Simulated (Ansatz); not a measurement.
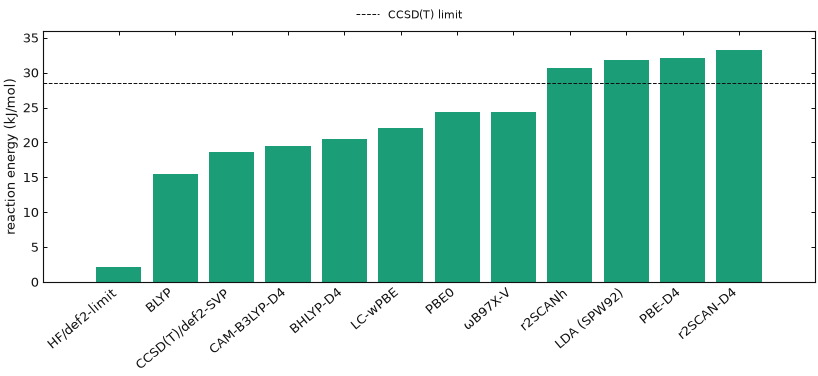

Electronic reaction energy of BNH₃SeF (NB(F)[SeH]) + H₂ ([H][H]) → H₂Se ([SeH2]) + BNH₃F (NBF) (SMILES in brackets) at several levels (functionals in def2-TZVPP unless a basis is named), isolated molecules at PBE0-D4 triple-zeta geometries, minima by their frequencies, no zero-point or thermal terms, the Ansatz code. The line is frozen-core CCSD(T) at the basis limit (MP2 extrapolated from triple and quadruple zeta, plus CCSD(T) less MP2 in a smaller set). No dispersion term is added to BLYP, LC-wPBE, PBE0 and r2SCANh. The distance of CCSD(T)/def2-SVP to the limit includes basis error.

### What range do the values span, the line included?

From 2.2 kJ/mol (HF/def2-limit) to 33.3 kJ/mol (r2SCAN-D4).

### What do zero-point energy and temperature add?

Zero-point change 10.4 kJ/mol; at 298.15 K and 1 bar the CCSD(T) limit plus thermal terms gives an enthalpy of reaction of 35.6 and a free energy of 26.1 kJ/mol (harmonic PBE0-D4 modes, ideal gas).

Known limits of this run: no scalar relativity up to krypton; outer-core shells are correlated without core-valence functions, which makes the correlated values less sure.
